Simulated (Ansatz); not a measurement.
**B2H4SO: geometry relaxation (part 1 of 2)**

System: B2H4SO.
Method: RKS PBE0/def2-SVP (Ansatz 0.2.0).

It belongs to a series of runs on one base structure; here: end point A relaxed. Figures and captions count atoms from 1; the log counts them from 0 in places.

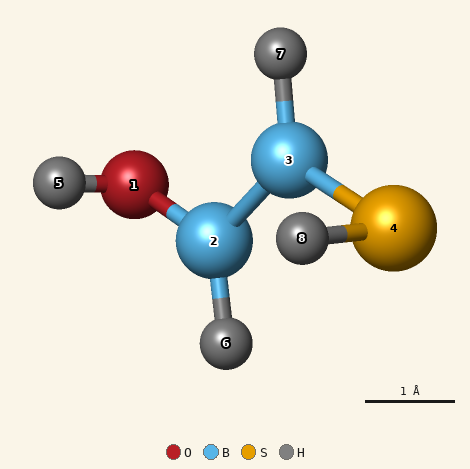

**Figure 1.** The structure as given in the input (ball-and-stick view, seen at a tilt; atoms are numbered from 1 in the order of the input).

## Input file
```yaml
crystal:
  periodic: [false, false, false]
  atoms:
    - { symbol: O, position_ang: [-1.9033, -0.2162, 0.7944] }
    - { symbol: B, position_ang: [-0.9009, -0.0654, -0.2224] }
    - { symbol: B, position_ang: [0.5443, 0.5769, 0.1733] }
    - { symbol: S, position_ang: [2.0062, 0.7328, -1.1135] }
    - { symbol: H, position_ang: [-1.8271, -1.0776, 1.1621] }
    - { symbol: H, position_ang: [-1.0997, -0.4015, -1.3313] }
    - { symbol: H, position_ang: [0.8059, 0.9369, 1.2979] }
    - { symbol: H, position_ang: [2.4668, -0.543, -0.8162] }
basis:
  gaussian: { orbitals: def2-SVP }
hamiltonian:
  xc: pbe0
relax:
  f_tol: 0.015
  max_steps: 40
```

Machine: 1 thread of Intel Xeon @ 2.50GHz (Skylake/Cascade Lake), 189 GiB of memory available, shared host.

Command:
```bash
ansatz run input.yaml --threads 1 --pin off --max-ram 2048MiB --backend cpu --events-out ev --progress --plain --runs-dir out
```

## Log
```
The last accepted step is kept in [file] (removed where the run ends without a failure and the disk answers)
Engine: ansatz 0.2.0, x86_64-unknown-linux-gnu
Functional definition: PBE0
  parameter a = 0.25
  parameter kappa = 0.804
  parameter beta = 0.06672455060314922
  exchange = (1 - a)*pbe_x(kappa = kappa, mu = beta*pi^2/3) + a*exact_x
  correlation = pbe_c(beta = beta)
862 factors; integrals over basis functions are off by at most 3.8e-4 eV
mean field evaluation 1: about -14281.9684 eV, gradient 4.1e1 eV
mean field evaluation 2: about -14277.2860 eV, gradient 6.5e1 eV
mean field evaluation 4: about -14285.1793 eV, gradient 1.8e0 eV
mean field evaluation 8: about -14285.2319 eV, gradient 3.3e-2 eV
mean field evaluation 16: about -14285.2319 eV, gradient 3.7e-5 eV
mean field -14285.23194670 eV, -524.9725911633 hartree, gradient 3.7e-5 eV, S^2 0.000000; 0 other end points of the search recorded, 0 dependent functions left out
the calculation of the forces begins
reference -14285.23197111 eV, -524.9725920603 hartree; 19, 19 occupied and 61, 61 virtual orbitals, 862 factors
relax step   1: F+E_penalty+E_count = -14285.23194670 eV  Δ(F+E_penalty+E_count) = +0.000e0 eV  max|allowed force component| = 3.129e0 eV/Å  Δτ_max = 0.0000 Å  (29 SCF iters, accepted)
these checks for a lower state are left out or cut short: starts, cluster_reference, orbital_swaps, neighbouring_geometries, increment
862 factors; integrals over basis functions are off by at most 3.5e-4 eV
mean field -14285.59065656 eV, -524.9857735076 hartree, gradient 1.7e-5 eV, S^2 0.000000; 0 other end points of the search recorded, 0 dependent functions left out
[... from here on the field's lines of each further geometry are left out, up to the last ...]
relax step   2: F+E_penalty+E_count = -14285.59065656 eV  Δ(F+E_penalty+E_count) = -3.587e-1 eV  max|allowed force component| = 1.266e0 eV/Å  Δτ_max = 0.1484 Å  (30 SCF iters, accepted)
relax step   3: F+E_penalty+E_count = -14285.75889684 eV  Δ(F+E_penalty+E_count) = -1.682e-1 eV  max|allowed force component| = 3.347e0 eV/Å  Δτ_max = 0.1952 Å  (37 SCF iters, accepted)
relax step   4: F+E_penalty+E_count = -14286.07675292 eV  Δ(F+E_penalty+E_count) = -3.179e-1 eV  max|allowed force component| = 2.549e0 eV/Å  Δτ_max = 0.2000 Å  (31 SCF iters, accepted)
relax step   5: F+E_penalty+E_count = -14286.42095518 eV  Δ(F+E_penalty+E_count) = -3.442e-1 eV  max|allowed force component| = 2.727e0 eV/Å  Δτ_max = 0.1996 Å  (35 SCF iters, accepted)
relax step   6: F+E_penalty+E_count = -14286.92257848 eV  Δ(F+E_penalty+E_count) = -5.016e-1 eV  max|allowed force component| = 1.662e0 eV/Å  Δτ_max = 0.2000 Å  (30 SCF iters, accepted)
relax step   7: F+E_penalty+E_count = -14287.28808492 eV  Δ(F+E_penalty+E_count) = -3.655e-1 eV  max|allowed force component| = 1.090e0 eV/Å  Δτ_max = 0.2000 Å  (29 SCF iters, accepted)
relax step   8: F+E_penalty+E_count = -14287.40374598 eV  Δ(F+E_penalty+E_count) = -1.157e-1 eV  max|allowed force component| = 1.144e0 eV/Å  Δτ_max = 0.1938 Å  (28 SCF iters, accepted)
relax step   9: F+E_penalty+E_count = -14287.46452697 eV  Δ(F+E_penalty+E_count) = -6.078e-2 eV  max|allowed force component| = 4.766e-1 eV/Å  Δτ_max = 0.2000 Å  (29 SCF iters, accepted)
relax step  10: F+E_penalty+E_count = -14287.48347997 eV  Δ(F+E_penalty+E_count) = -1.895e-2 eV  max|allowed force component| = 2.210e-1 eV/Å  Δτ_max = 0.0688 Å  (29 SCF iters, accepted)
relax step  11: F+E_penalty+E_count = -14287.48987561 eV  Δ(F+E_penalty+E_count) = -6.396e-3 eV  max|allowed force component| = 8.593e-2 eV/Å  Δτ_max = 0.0454 Å  (30 SCF iters, accepted)
relax step  12: F+E_penalty+E_count = -14287.49363743 eV  Δ(F+E_penalty+E_count) = -3.762e-3 eV  max|allowed force component| = 2.161e-1 eV/Å  Δτ_max = 0.0961 Å  (30 SCF iters, accepted)
relax step  13: F+E_penalty+E_count = -14287.50171125 eV  Δ(F+E_penalty+E_count) = -8.074e-3 eV  max|allowed force component| = 1.115e-1 eV/Å  Δτ_max = 0.1698 Å  (29 SCF iters, accepted)
relax step  14: F+E_penalty+E_count = -14287.50103086 eV  Δ(F+E_penalty+E_count) = +6.804e-4 eV  max|allowed force component| = 5.705e-1 eV/Å  Δτ_max = 0.1973 Å  (29 SCF iters, rejected (line search))
relax step  15: F+E_penalty+E_count = -14287.50836892 eV  Δ(F+E_penalty+E_count) = -6.658e-3 eV  max|allowed force component| = 7.874e-2 eV/Å  Δτ_max = 0.0986 Å  (29 SCF iters, accepted)
relax step  16: F+E_penalty+E_count = -14287.51139554 eV  Δ(F+E_penalty+E_count) = -3.027e-3 eV  max|allowed force component| = 1.361e-1 eV/Å  Δτ_max = 0.0975 Å  (29 SCF iters, accepted)
relax step  17: F+E_penalty+E_count = -14287.50683794 eV  Δ(F+E_penalty+E_count) = +4.558e-3 eV  max|allowed force component| = 4.207e-1 eV/Å  Δτ_max = 0.1499 Å  (29 SCF iters, rejected (line search))
relax step  18: F+E_penalty+E_count = -14287.51344208 eV  Δ(F+E_penalty+E_count) = -2.047e-3 eV  max|allowed force component| = 8.351e-2 eV/Å  Δτ_max = 0.0749 Å  (29 SCF iters, accepted)
relax step  19: F+E_penalty+E_count = -14287.51585163 eV  Δ(F+E_penalty+E_count) = -2.410e-3 eV  max|allowed force component| = 1.219e-1 eV/Å  Δτ_max = 0.0731 Å  (29 SCF iters, accepted)
relax step  20: F+E_penalty+E_count = -14287.51710475 eV  Δ(F+E_penalty+E_count) = -1.253e-3 eV  max|allowed force component| = 8.045e-2 eV/Å  Δτ_max = 0.0454 Å  (31 SCF iters, accepted)
relax step  21: F+E_penalty+E_count = -14287.51785478 eV  Δ(F+E_penalty+E_count) = -7.500e-4 eV  max|allowed force component| = 5.787e-2 eV/Å  Δτ_max = 0.0497 Å  (31 SCF iters, accepted)
relax step  22: F+E_penalty+E_count = -14287.51804569 eV  Δ(F+E_penalty+E_count) = -1.909e-4 eV  max|allowed force component| = 2.392e-2 eV/Å  Δτ_max = 0.0350 Å  (29 SCF iters, accepted)
relax step  23: F+E_penalty+E_count = -14287.51796600 eV  Δ(F+E_penalty+E_count) = +7.969e-5 eV  max|allowed force component| = 4.084e-2 eV/Å  Δτ_max = 0.0116 Å  (24 SCF iters, rejected (line search))
the calculation of the forces begins
reference -14287.51814513 eV, -525.0566074058 hartree; 19, 19 occupied and 61, 61 virtual orbitals, 862 factors
relax step  24: F+E_penalty+E_count = -14287.51812118 eV  Δ(F+E_penalty+E_count) = -7.549e-5 eV  max|allowed force component| = 9.031e-3 eV/Å  Δτ_max = 0.0058 Å  (23 SCF iters, accepted)
862 factors; integrals over basis functions are off by at most 3.8e-4 eV
mean field evaluation 192: about -14287.5181 eV, gradient 1.0e-3 eV
```

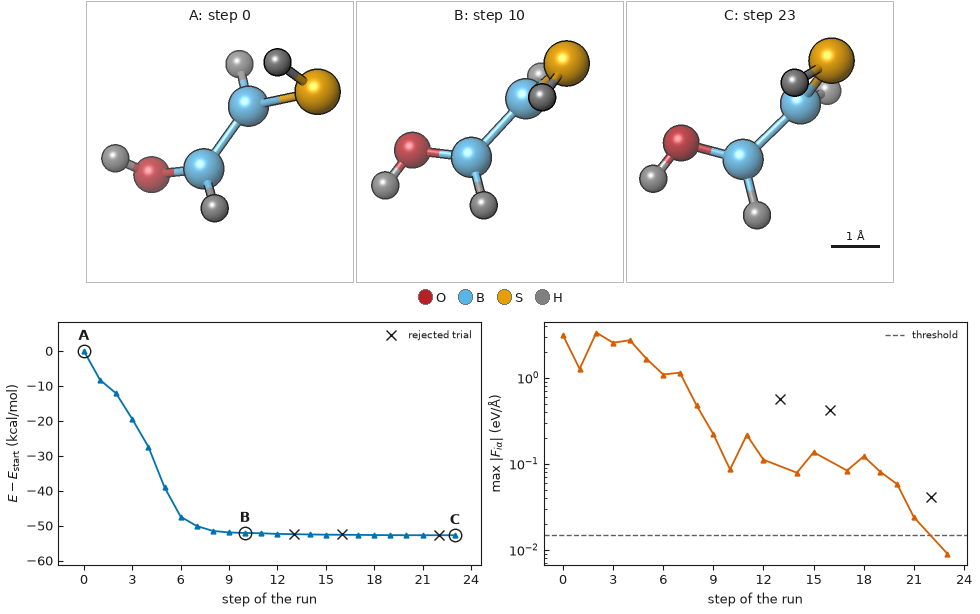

**Figure 2.** Frames of the relaxation (ball-and-stick view, seen at a tilt) above the curves, on which the letters mark them (the first geometry is step 0 here and step 1 in the log).

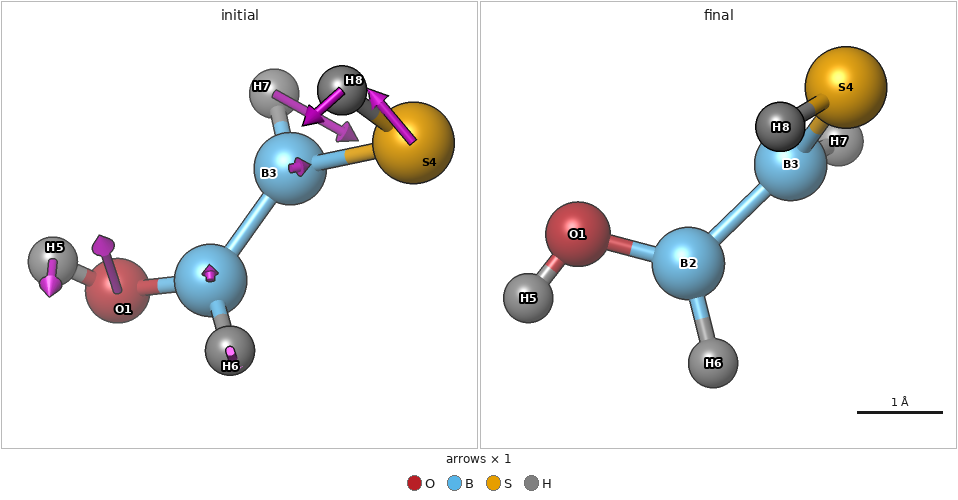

**Figure 3.** Before (left) and after (right) the relaxation, at one scale (ball-and-stick view, seen at a tilt). The pink arrows give the displacements, at true length. The energy falls by 52.7 kcal/mol in 23 geometry steps. The largest force component goes from 3.1 to 0.009 eV/Å. The line search rejected the trial steps at points 13, 16, 22 (counted from 0) and went back. The largest move after the best rigid fit is that of H7, 1.22 Å. Largest moves by element: H 1.22 Å, O 1.09 Å, S 0.86 Å, B 0.29 Å. Among the contacts that change: B3–S4 1.954 → 1.776 Å, O1–B2 1.436 → 1.354 Å, B2–B3 1.630 → 1.695 Å, B2–H6 1.176 → 1.223 Å. Among the angles that change: B3–S4–H8 91.9° → 100.5°, B2–O1–H5 108.5° → 113.0°, S4–B3–H7 115.3° → 111.7°. (Atoms are counted from 1 in the order of the input.)

```
mean field -14287.51812118 eV, -525.0566065257 hartree, gradient 1.8e-5 eV, S^2 0.000000; 1 other end points of the search recorded, 0 dependent functions left out
the calculation of the forces begins
reference -14287.51814513 eV, -525.0566074058 hartree; 19, 19 occupied and 61, 61 virtual orbitals, 862 factors
Total energy: -14287.51814513 eV, -525.0566074058 hartree
Atom 0 at    -1.154436    -1.007435     0.810647 Å, force    -0.004479     0.003390    -0.009031 eV/Å
Atom 1 at    -0.789104    -0.015076    -0.035711 Å, force     0.001979    -0.004051     0.005576 eV/Å
Atom 2 at     0.664572     0.827865     0.183009 Å, force    -0.000886     0.000742     0.001284 eV/Å
Atom 3 at     2.249703     0.283503    -0.404953 Å, force     0.000283    -0.000486    -0.002144 eV/Å
Atom 4 at    -2.002144    -1.403830     0.582917 Å, force     0.003398     0.005498    -0.001843 eV/Å
Atom 5 at    -1.526835     0.261775    -0.970622 Å, force    -0.001094    -0.005180     0.006266 eV/Å
Atom 6 at     0.732418     1.913055     0.715489 Å, force    -0.001083     0.000657    -0.000471 eV/Å
Atom 7 at     1.918026    -0.916957    -0.936477 Å, force     0.001883    -0.000569     0.000363 eV/Å
Dipole moment:    -0.344250    -0.317432    -0.139493 e Å
```

## Trajectory as extended XYZ (Å, eV, eV/Å), 24 frames, from step=1 to step=24
```
8
Properties=species:S:1:pos:R:3:forces:R:3 step=1 energy=-14285.23195
O    -1.9033   -0.2162    0.7944    1.6055   1.1320  -2.0927
B    -0.9009   -0.0654   -0.2224   -2.9270  -0.3539   1.3852
B     0.5443    0.5769    0.1733    3.1294   0.9854   0.0909
S     2.0062    0.7328   -1.1135   -0.6527  -0.8356   0.8724
H    -1.8271   -1.0776    1.1621   -0.3377  -1.3418   0.7474
H    -1.0997   -0.4015   -1.3313   -0.5473  -0.4715  -0.8919
H     0.8059    0.9369    1.2979    0.0579   0.1147   0.0006
H     2.4668   -0.5430   -0.8162   -0.3283   0.7706  -0.1118
8
Properties=species:S:1:pos:R:3:forces:R:3 step=2 energy=-14285.59066
O    -1.8543   -0.2204    0.8096    1.2657  -0.7560  -0.3491
B    -0.9074   -0.0572   -0.2141   -1.1896  -0.2489   0.9346
B     0.6245    0.5882    0.1964    0.9323   0.7708  -0.4014
S     2.0069    0.7221   -1.1075   -0.2879  -0.4342   0.4889
H    -1.9149   -1.1598    1.0751   -0.5500   0.6561  -0.3426
H    -1.1950   -0.4332   -1.3266   -0.0121  -0.1608  -0.2103
H     0.8977    1.0367    1.2910   -0.0743  -0.0949  -0.0204
H     2.4346   -0.5335   -0.7796   -0.0841   0.2679  -0.0998
8
Properties=species:S:1:pos:R:3:forces:R:3 step=3 energy=-14285.75890
O    -1.7630   -0.2206    0.8771    0.2583  -3.3471   0.2929
B    -0.8907   -0.0732   -0.1815   -0.4154   0.3180   0.3149
B     0.6640    0.6567    0.1774   -0.1183   0.1050  -0.1985
S     2.0210    0.7178   -1.1116   -0.0120  -0.0054   0.0508
H    -2.0627   -1.2145    0.9600    0.1626   3.1240  -0.6052
H    -1.2344   -0.4736   -1.2918    0.2345  -0.2165   0.2269
H     0.9390    1.0801    1.2829   -0.0853   0.0361  -0.0759
H     2.4189   -0.5297   -0.7682   -0.0243  -0.0142  -0.0059
8
Properties=species:S:1:pos:R:3:forces:R:3 step=4 energy=-14286.07675
O    -1.7035   -0.2428    0.8994    0.1092  -2.5491  -0.0673
B    -0.8480   -0.0944   -0.1662   -0.1506   0.1101   0.4542
B     0.6679    0.6944    0.1980    0.0882  -0.0583  -0.2169
S     2.0724    0.7547   -1.0389    0.1251  -0.2194   0.5396
H    -2.1093   -1.1740    0.9025    0.1900   2.3312  -0.3243
H    -1.1607   -0.5463   -1.2626    0.1405  -0.1777   0.2061
H     0.8994    1.1392    1.3052   -0.1720   0.3513  -0.1985
H     2.2740   -0.5879   -0.8931   -0.3305   0.2118  -0.3930
8
Properties=species:S:1:pos:R:3:forces:R:3 step=5 energy=-14286.42095
O    -1.5724   -0.3419    0.9861   -1.7511  -2.7272  -1.2813
B    -0.8150   -0.1134   -0.1299    0.4143  -0.4124   0.6355
B     0.6868    0.6964    0.2018    0.1693   0.2050  -0.1144
S     2.1265    0.7625   -0.9735   -0.0316  -0.4583   0.7910
H    -2.2523   -1.1119    0.7779    1.7577   2.6450   0.7045
H    -1.1402   -0.5890   -1.2108   -0.0555   0.0915   0.1558
H     0.8649    1.2413    1.2759   -0.1952   0.3777  -0.2949
H     2.1939   -0.6011   -0.9833   -0.3081   0.2786  -0.5962
```
